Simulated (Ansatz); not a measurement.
```xyz
7

B     0.2934   -1.6063    0.7068
C     0.9605   -0.3997    0.8260
O    -1.2068    0.5617   -1.4267
H    -0.7213    0.2973   -0.6334
H    -2.0341    0.9258   -1.1056
H     0.8985    0.1952    1.7326
H     1.6156   -0.0311    0.0413
```

Geometry: PBE0-D4/def2-TZVP; at this geometry the atoms fall into two loosely joined parts.

Theory: UKS PBE0-D4/def2-TZVPP (Ansatz 0.2.0).

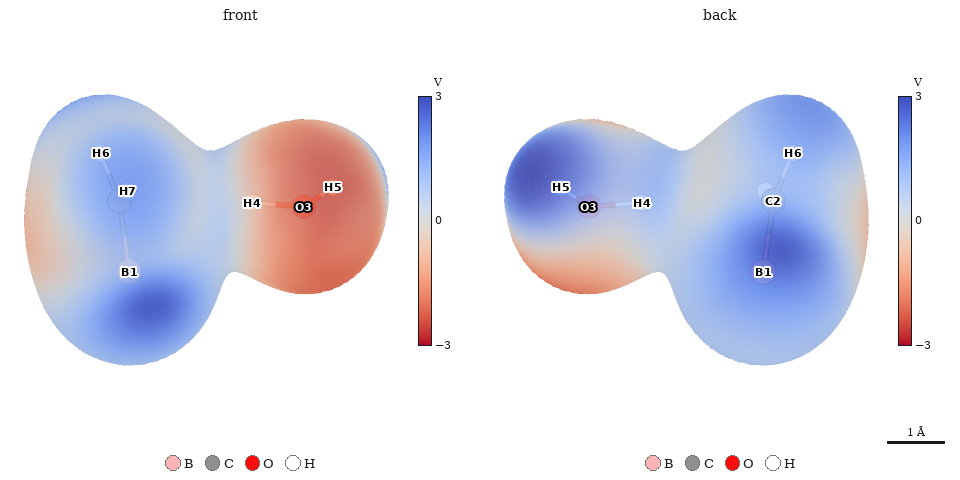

CH$_{4}$BO (doublet). The electrostatic potential painted on the density surface at 0.004 e/bohr³, seen from the front and from behind; red is negative and blue positive.

> Where is the surface potential most negative and most positive?

The most negative region (about −2.2 V) lies over O3, the most positive (about +2.8 V) over B1 and H5. O3 is the likeliest acceptor of a hydrogen bond.
